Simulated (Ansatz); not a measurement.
Molecular dynamics of WHClF$_{4}$ (part 1 of 3)

- system: WHClF$_{4}$
- method: RKS LDA/def2-SVP (Ansatz 0.2.0)

It belongs to a series of runs on one base structure; here: dynamics from the start. Figures and captions count atoms from 1; the log counts them from 0 in places.

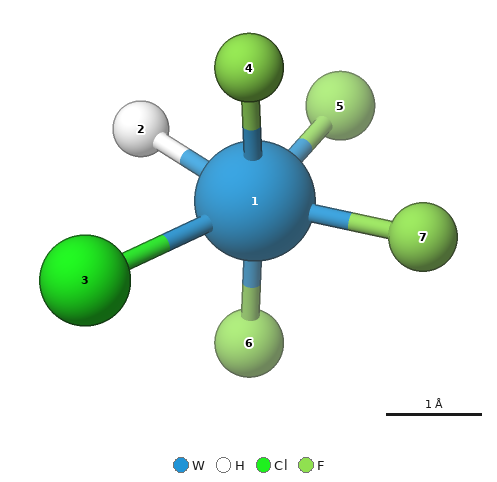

Fig. 1: The structure as given in the input (ball-and-stick view, seen at a tilt; atoms are numbered from 1 in the order of the input). Sticks mark near contacts.

Key numbers

```json
{"quantity": "outcome", "value": "finished"}
{"quantity": "mean temperature over the second half", "value": "242 K"}
{"quantity": "trajectory", "value": "150 steps, 75 fs"}
{"quantity": "ensemble", "value": "nve"}
{"quantity": "temperature in the input", "value": "500.0 K"}
{"quantity": "time step", "value": "0.5 fs"}
{"quantity": "potential energy (last step)", "value": "−25113.2162 eV"}
{"quantity": "mean-field energy (last step)", "value": "−25113.2162 eV"}
{"quantity": "largest force (length of the vector) (last step)", "value": "1.733 eV/Å"}
{"quantity": "hardware", "value": "2 threads of Arm Neoverse V2, 24 GiB of memory available, shared host"}
{"quantity": "wall time", "value": "4 min (CPU time 7.8 min)"}
{"quantity": "peak memory", "value": "0.15 GiB"}
```

Notes

So short a trajectory is not equilibrated.

Input
```yaml
crystal:
  periodic: [false, false, false]
  atoms:
    - { symbol: W, position_ang: [0.120918, 0.0, -0.132107] }
    - { symbol: H, position_ang: [-0.126388, 0.0, 1.573657] }
    - { symbol: Cl, position_ang: [2.294811, -1.0e-06, 0.45057] }
    - { symbol: F, position_ang: [0.218564, 1.833334, -0.130084] }
    - { symbol: F, position_ang: [-1.721593, 0.0, 0.151029] }
    - { symbol: F, position_ang: [0.218565, -1.833334, -0.130084] }
    - { symbol: F, position_ang: [-0.464876, 0.0, -1.912982] }
basis:
  gaussian: { orbitals: def2-SVP }
hamiltonian:
  xc: lda
md:
  timestep: 0.5
  n_steps: 150
  ensemble: nve
  temperature: 500.0
  initial_velocities: maxwell_boltzmann
  seed: 721596
```

Run as:
```bash
ansatz run input.yaml --threads 2 --pin off --max-ram 3072MiB --backend cpu --events-out ev --progress --plain --runs-dir out
```

What the program printed
```
Engine: ansatz 0.2.0, aarch64-unknown-linux-gnu
Functional definition: SPW92
  exchange = slater_x
  correlation = pw_c
1152 factors; their error is unknown
mean field evaluation 1: about -25105.2352 eV, gradient 6.7e1 eV
mean field evaluation 2: about -24877.8645 eV, gradient 3.3e2 eV
mean field evaluation 4: about -25112.4010 eV, gradient 2.4e1 eV
mean field evaluation 8: about -25113.3412 eV, gradient 8.8e-1 eV
mean field evaluation 16: about -25113.2712 eV, gradient 1.3e-3 eV
mean field -25113.27117467 eV, -922.8956932826 hartree, gradient 3.9e-5 eV, S^2 0.000000; 0 other end points of the search recorded, 0 dependent functions left out
the calculation of the forces begins
reference -25113.27124035 eV, -922.8956956961 hartree; 34, 34 occupied and 77, 77 virtual orbitals, 1152 factors
md step     0: t =     0.00 fs  T =   500.0 K  F+E_penalty+E_count = -25113.27117467 eV  E_kin = 0.323150 eV  conserved = -25112.94802467 eV  (34 SCF iters)
these checks for a lower state are left out or cut short: starts, cluster_reference, orbital_swaps, neighbouring_geometries, increment
1152 factors; their error is unknown
mean field -25113.26854193 eV, -922.8955965310 hartree, gradient 1.3e-5 eV, S^2 0.000000; 0 other end points of the search recorded, 0 dependent functions left out
the calculation of the forces begins
reference -25113.26860757 eV, -922.8955989434 hartree; 34, 34 occupied and 77, 77 virtual orbitals, 1152 factors
md step     1: t =     0.50 fs  T =   496.0 K  F+E_penalty+E_count = -25113.26854193 eV  E_kin = 0.320558 eV  conserved = -25112.94798382 eV  (33 SCF iters)
[... from here on the SCF iterations and repeated set-up lines of each step are left out, up to the last step ...]
md step     2: t =     1.00 fs  T =   484.4 K  F+E_penalty+E_count = -25113.26097779 eV  E_kin = 0.313064 eV  conserved = -25112.94791355 eV  (33 SCF iters)
md step     3: t =     1.50 fs  T =   466.8 K  F+E_penalty+E_count = -25113.24951621 eV  E_kin = 0.301689 eV  conserved = -25112.94782700 eV  (33 SCF iters)
md step     4: t =     2.00 fs  T =   445.2 K  F+E_penalty+E_count = -25113.23546783 eV  E_kin = 0.287732 eV  conserved = -25112.94773618 eV  (33 SCF iters)
md step     5: t =     2.50 fs  T =   421.8 K  F+E_penalty+E_count = -25113.22023463 eV  E_kin = 0.272585 eV  conserved = -25112.94765005 eV  (33 SCF iters)
md step     6: t =     3.00 fs  T =   398.6 K  F+E_penalty+E_count = -25113.20516326 eV  E_kin = 0.257588 eV  conserved = -25112.94757502 eV  (33 SCF iters)
md step     7: t =     3.50 fs  T =   377.4 K  F+E_penalty+E_count = -25113.19143838 eV  E_kin = 0.243923 eV  conserved = -25112.94751492 eV  (33 SCF iters)
md step     8: t =     4.00 fs  T =   359.8 K  F+E_penalty+E_count = -25113.18001327 eV  E_kin = 0.232541 eV  conserved = -25112.94747249 eV  (32 SCF iters)
md step     9: t =     4.50 fs  T =   346.8 K  F+E_penalty+E_count = -25113.17156602 eV  E_kin = 0.224117 eV  conserved = -25112.94744876 eV  (33 SCF iters)
md step    10: t =     5.00 fs  T =   338.9 K  F+E_penalty+E_count = -25113.16647679 eV  E_kin = 0.219032 eV  conserved = -25112.94744451 eV  (33 SCF iters)
md step    11: t =     5.50 fs  T =   336.3 K  F+E_penalty+E_count = -25113.16481574 eV  E_kin = 0.217356 eV  conserved = -25112.94745949 eV  (34 SCF iters)
md step    12: t =     6.00 fs  T =   338.6 K  F+E_penalty+E_count = -25113.16634203 eV  E_kin = 0.218849 eV  conserved = -25112.94749351 eV  (34 SCF iters)
md step    13: t =     6.50 fs  T =   345.0 K  F+E_penalty+E_count = -25113.17051064 eV  E_kin = 0.222965 eV  conserved = -25112.94754579 eV  (33 SCF iters)
md step    14: t =     7.00 fs  T =   354.1 K  F+E_penalty+E_count = -25113.17649196 eV  E_kin = 0.228878 eV  conserved = -25112.94761414 eV  (34 SCF iters)
md step    15: t =     7.50 fs  T =   364.4 K  F+E_penalty+E_count = -25113.18321192 eV  E_kin = 0.235517 eV  conserved = -25112.94769465 eV  (32 SCF iters)
md step    16: t =     8.00 fs  T =   373.9 K  F+E_penalty+E_count = -25113.18942088 eV  E_kin = 0.241640 eV  conserved = -25112.94778104 eV  (33 SCF iters)
md step    17: t =     8.50 fs  T =   380.5 K  F+E_penalty+E_count = -25113.19380101 eV  E_kin = 0.245937 eV  conserved = -25112.94786366 eV  (33 SCF iters)
md step    18: t =     9.00 fs  T =   382.5 K  F+E_penalty+E_count = -25113.19511974 eV  E_kin = 0.247189 eV  conserved = -25112.94793026 eV  (33 SCF iters)
md step    19: t =     9.50 fs  T =   378.2 K  F+E_penalty+E_count = -25113.19242435 eV  E_kin = 0.244458 eV  conserved = -25112.94796666 eV  (33 SCF iters)
md step    20: t =    10.00 fs  T =   367.2 K  F+E_penalty+E_count = -25113.18525883 eV  E_kin = 0.237299 eV  conserved = -25112.94795936 eV  (33 SCF iters)
md step    21: t =    10.50 fs  T =   349.6 K  F+E_penalty+E_count = -25113.17386146 eV  E_kin = 0.225961 eV  conserved = -25112.94790041 eV  (32 SCF iters)
md step    22: t =    11.00 fs  T =   327.2 K  F+E_penalty+E_count = -25113.15927686 eV  E_kin = 0.211486 eV  conserved = -25112.94779117 eV  (32 SCF iters)
md step    23: t =    11.50 fs  T =   302.8 K  F+E_penalty+E_count = -25113.14331514 eV  E_kin = 0.195669 eV  conserved = -25112.94764657 eV  (32 SCF iters)
md step    24: t =    12.00 fs  T =   279.8 K  F+E_penalty+E_count = -25113.12830702 eV  E_kin = 0.180812 eV  conserved = -25112.94749485 eV  (32 SCF iters)
md step    25: t =    12.50 fs  T =   261.9 K  F+E_penalty+E_count = -25113.11666318 eV  E_kin = 0.169292 eV  conserved = -25112.94737099 eV  (33 SCF iters)
md step    26: t =    13.00 fs  T =   252.2 K  F+E_penalty+E_count = -25113.11033119 eV  E_kin = 0.163024 eV  conserved = -25112.94730752 eV  (33 SCF iters)
md step    27: t =    13.50 fs  T =   252.2 K  F+E_penalty+E_count = -25113.11030335 eV  E_kin = 0.162981 eV  conserved = -25112.94732233 eV  (33 SCF iters)
md step    28: t =    14.00 fs  T =   261.4 K  F+E_penalty+E_count = -25113.11634632 eV  E_kin = 0.168934 eV  conserved = -25112.94741190 eV  (33 SCF iters)
md step    29: t =    14.50 fs  T =   277.7 K  F+E_penalty+E_count = -25113.12705223 eV  E_kin = 0.179499 eV  conserved = -25112.94755330 eV  (33 SCF iters)
md step    30: t =    15.00 fs  T =   297.8 K  F+E_penalty+E_count = -25113.14019017 eV  E_kin = 0.192478 eV  conserved = -25112.94771178 eV  (33 SCF iters)
md step    31: t =    15.50 fs  T =   317.8 K  F+E_penalty+E_count = -25113.15323413 eV  E_kin = 0.205381 eV  conserved = -25112.94785303 eV  (33 SCF iters)
md step    32: t =    16.00 fs  T =   334.1 K  F+E_penalty+E_count = -25113.16389255 eV  E_kin = 0.215940 eV  conserved = -25112.94795234 eV  (33 SCF iters)
md step    33: t =    16.50 fs  T =   344.3 K  F+E_penalty+E_count = -25113.17049932 eV  E_kin = 0.222501 eV  conserved = -25112.94799881 eV  (33 SCF iters)
md step    34: t =    17.00 fs  T =   346.9 K  F+E_penalty+E_count = -25113.17219979 eV  E_kin = 0.224206 eV  conserved = -25112.94799361 eV  (33 SCF iters)
md step    35: t =    17.50 fs  T =   341.9 K  F+E_penalty+E_count = -25113.16894530 eV  E_kin = 0.220998 eV  conserved = -25112.94794709 eV  (33 SCF iters)
md step    36: t =    18.00 fs  T =   330.3 K  F+E_penalty+E_count = -25113.16135052 eV  E_kin = 0.213478 eV  conserved = -25112.94787302 eV  (33 SCF iters)
md step    37: t =    18.50 fs  T =   313.6 K  F+E_penalty+E_count = -25113.15048731 eV  E_kin = 0.202702 eV  conserved = -25112.94778515 eV  (33 SCF iters)
md step    38: t =    19.00 fs  T =   293.9 K  F+E_penalty+E_count = -25113.13767157 eV  E_kin = 0.189976 eV  conserved = -25112.94769535 eV  (33 SCF iters)
md step    39: t =    19.50 fs  T =   273.3 K  F+E_penalty+E_count = -25113.12427774 eV  E_kin = 0.176666 eV  conserved = -25112.94761200 eV  (33 SCF iters)
md step    40: t =    20.00 fs  T =   253.8 K  F+E_penalty+E_count = -25113.11159855 eV  E_kin = 0.164057 eV  conserved = -25112.94754120 eV  (33 SCF iters)
md step    41: t =    20.50 fs  T =   237.1 K  F+E_penalty+E_count = -25113.10074604 eV  E_kin = 0.153260 eV  conserved = -25112.94748610 eV  (34 SCF iters)
md step    42: t =    21.00 fs  T =   224.6 K  F+E_penalty+E_count = -25113.09259144 eV  E_kin = 0.145142 eV  conserved = -25112.94744897 eV  (34 SCF iters)
md step    43: t =    21.50 fs  T =   217.1 K  F+E_penalty+E_count = -25113.08772858 eV  E_kin = 0.140298 eV  conserved = -25112.94743022 eV  (33 SCF iters)
md step    44: t =    22.00 fs  T =   215.1 K  F+E_penalty+E_count = -25113.08645761 eV  E_kin = 0.139027 eV  conserved = -25112.94743027 eV  (33 SCF iters)
md step    45: t =    22.50 fs  T =   218.7 K  F+E_penalty+E_count = -25113.08877760 eV  E_kin = 0.141329 eV  conserved = -25112.94744908 eV  (33 SCF iters)
md step    46: t =    23.00 fs  T =   227.3 K  F+E_penalty+E_count = -25113.09438730 eV  E_kin = 0.146901 eV  conserved = -25112.94748632 eV  (34 SCF iters)
md step    47: t =    23.50 fs  T =   240.1 K  F+E_penalty+E_count = -25113.10269318 eV  E_kin = 0.155152 eV  conserved = -25112.94754107 eV  (34 SCF iters)
md step    48: t =    24.00 fs  T =   255.6 K  F+E_penalty+E_count = -25113.11282823 eV  E_kin = 0.165217 eV  conserved = -25112.94761148 eV  (34 SCF iters)
md step    49: t =    24.50 fs  T =   272.3 K  F+E_penalty+E_count = -25113.12368795 eV  E_kin = 0.175994 eV  conserved = -25112.94769406 eV  (34 SCF iters)
md step    50: t =    25.00 fs  T =   288.1 K  F+E_penalty+E_count = -25113.13399276 eV  E_kin = 0.186209 eV  conserved = -25112.94778343 eV  (33 SCF iters)
md step    51: t =    25.50 fs  T =   301.0 K  F+E_penalty+E_count = -25113.14238446 eV  E_kin = 0.194514 eV  conserved = -25112.94787027 eV  (33 SCF iters)
md step    52: t =    26.00 fs  T =   308.9 K  F+E_penalty+E_count = -25113.14756944 eV  E_kin = 0.199626 eV  conserved = -25112.94794371 eV  (33 SCF iters)
md step    53: t =    26.50 fs  T =   310.2 K  F+E_penalty+E_count = -25113.14849950 eV  E_kin = 0.200510 eV  conserved = -25112.94798947 eV  (33 SCF iters)
md step    54: t =    27.00 fs  T =   304.2 K  F+E_penalty+E_count = -25113.14458532 eV  E_kin = 0.196591 eV  conserved = -25112.94799398 eV  (33 SCF iters)
md step    55: t =    27.50 fs  T =   290.8 K  F+E_penalty+E_count = -25113.13589970 eV  E_kin = 0.187953 eV  conserved = -25112.94794705 eV  (33 SCF iters)
md step    56: t =    28.00 fs  T =   271.5 K  F+E_penalty+E_count = -25113.12331869 eV  E_kin = 0.175471 eV  conserved = -25112.94784779 eV  (33 SCF iters)
md step    57: t =    28.50 fs  T =   248.8 K  F+E_penalty+E_count = -25113.10852512 eV  E_kin = 0.160818 eV  conserved = -25112.94770689 eV  (33 SCF iters)
md step    58: t =    29.00 fs  T =   226.3 K  F+E_penalty+E_count = -25113.09382229 eV  E_kin = 0.146273 eV  conserved = -25112.94754903 eV  (33 SCF iters)
md step    59: t =    29.50 fs  T =   207.8 K  F+E_penalty+E_count = -25113.08174115 eV  E_kin = 0.134332 eV  conserved = -25112.94740866 eV  (34 SCF iters)
md step    60: t =    30.00 fs  T =   196.8 K  F+E_penalty+E_count = -25113.07450610 eV  E_kin = 0.127185 eV  conserved = -25112.94732083 eV  (34 SCF iters)
md step    61: t =    30.50 fs  T =   195.2 K  F+E_penalty+E_count = -25113.07349952 eV  E_kin = 0.126190 eV  conserved = -25112.94730951 eV  (34 SCF iters)
md step    62: t =    31.00 fs  T =   203.5 K  F+E_penalty+E_count = -25113.07889808 eV  E_kin = 0.131519 eV  conserved = -25112.94737876 eV  (32 SCF iters)
md step    63: t =    31.50 fs  T =   219.9 K  F+E_penalty+E_count = -25113.08961240 eV  E_kin = 0.142101 eV  conserved = -25112.94751097 eV  (33 SCF iters)
md step    64: t =    32.00 fs  T =   241.2 K  F+E_penalty+E_count = -25113.10355463 eV  E_kin = 0.155881 eV  conserved = -25112.94767339 eV  (33 SCF iters)
md step    65: t =    32.50 fs  T =   263.5 K  F+E_penalty+E_count = -25113.11813830 eV  E_kin = 0.170309 eV  conserved = -25112.94782949 eV  (33 SCF iters)
md step    66: t =    33.00 fs  T =   283.0 K  F+E_penalty+E_count = -25113.13084219 eV  E_kin = 0.182893 eV  conserved = -25112.94794952 eV  (33 SCF iters)
md step    67: t =    33.50 fs  T =   296.5 K  F+E_penalty+E_count = -25113.13967661 eV  E_kin = 0.191660 eV  conserved = -25112.94801688 eV  (33 SCF iters)
md step    68: t =    34.00 fs  T =   302.4 K  F+E_penalty+E_count = -25113.14345418 eV  E_kin = 0.195426 eV  conserved = -25112.94802866 eV  (33 SCF iters)
md step    69: t =    34.50 fs  T =   300.0 K  F+E_penalty+E_count = -25113.14185067 eV  E_kin = 0.193858 eV  conserved = -25112.94799273 eV  (33 SCF iters)
md step    70: t =    35.00 fs  T =   289.9 K  F+E_penalty+E_count = -25113.13530052 eV  E_kin = 0.187378 eV  conserved = -25112.94792245 eV  (33 SCF iters)
md step    71: t =    35.50 fs  T =   273.8 K  F+E_penalty+E_count = -25113.12479932 eV  E_kin = 0.176967 eV  conserved = -25112.94783257 eV  (33 SCF iters)
md step    72: t =    36.00 fs  T =   253.7 K  F+E_penalty+E_count = -25113.11167871 eV  E_kin = 0.163942 eV  conserved = -25112.94773669 eV  (33 SCF iters)
md step    73: t =    36.50 fs  T =   231.7 K  F+E_penalty+E_count = -25113.09739788 eV  E_kin = 0.149753 eV  conserved = -25112.94764483 eV  (33 SCF iters)
md step    74: t =    37.00 fs  T =   210.1 K  F+E_penalty+E_count = -25113.08337808 eV  E_kin = 0.135814 eV  conserved = -25112.94756426 eV  (33 SCF iters)
md step    75: t =    37.50 fs  T =   190.9 K  F+E_penalty+E_count = -25113.07088143 eV  E_kin = 0.123382 eV  conserved = -25112.94749953 eV  (33 SCF iters)
md step    76: t =    38.00 fs  T =   175.6 K  F+E_penalty+E_count = -25113.06093133 eV  E_kin = 0.113478 eV  conserved = -25112.94745342 eV  (33 SCF iters)
md step    77: t =    38.50 fs  T =   165.3 K  F+E_penalty+E_count = -25113.05426329 eV  E_kin = 0.106836 eV  conserved = -25112.94742705 eV  (34 SCF iters)
md step    78: t =    39.00 fs  T =   160.7 K  F+E_penalty+E_count = -25113.05129873 eV  E_kin = 0.103878 eV  conserved = -25112.94742121 eV  (34 SCF iters)
md step    79: t =    39.50 fs  T =   162.0 K  F+E_penalty+E_count = -25113.05213147 eV  E_kin = 0.104695 eV  conserved = -25112.94743603 eV  (34 SCF iters)
md step    80: t =    40.00 fs  T =   168.7 K  F+E_penalty+E_count = -25113.05652481 eV  E_kin = 0.109054 eV  conserved = -25112.94747128 eV  (34 SCF iters)
md step    81: t =    40.50 fs  T =   180.1 K  F+E_penalty+E_count = -25113.06391736 eV  E_kin = 0.116391 eV  conserved = -25112.94752615 eV  (33 SCF iters)
md step    82: t =    41.00 fs  T =   194.7 K  F+E_penalty+E_count = -25113.07344097 eV  E_kin = 0.125842 eV  conserved = -25112.94759875 eV  (34 SCF iters)
md step    83: t =    41.50 fs  T =   210.9 K  F+E_penalty+E_count = -25113.08395779 eV  E_kin = 0.136272 eV  conserved = -25112.94768538 eV  (33 SCF iters)
md step    84: t =    42.00 fs  T =   226.4 K  F+E_penalty+E_count = -25113.09412613 eV  E_kin = 0.146346 eV  conserved = -25112.94777998 eV  (33 SCF iters)
md step    85: t =    42.50 fs  T =   239.3 K  F+E_penalty+E_count = -25113.10250539 eV  E_kin = 0.154632 eV  conserved = -25112.94787319 eV  (33 SCF iters)
md step    86: t =    43.00 fs  T =   247.2 K  F+E_penalty+E_count = -25113.10770880 eV  E_kin = 0.159757 eV  conserved = -25112.94795196 eV  (33 SCF iters)
md step    87: t =    43.50 fs  T =   248.5 K  F+E_penalty+E_count = -25113.10860561 eV  E_kin = 0.160604 eV  conserved = -25112.94800142 eV  (33 SCF iters)
```
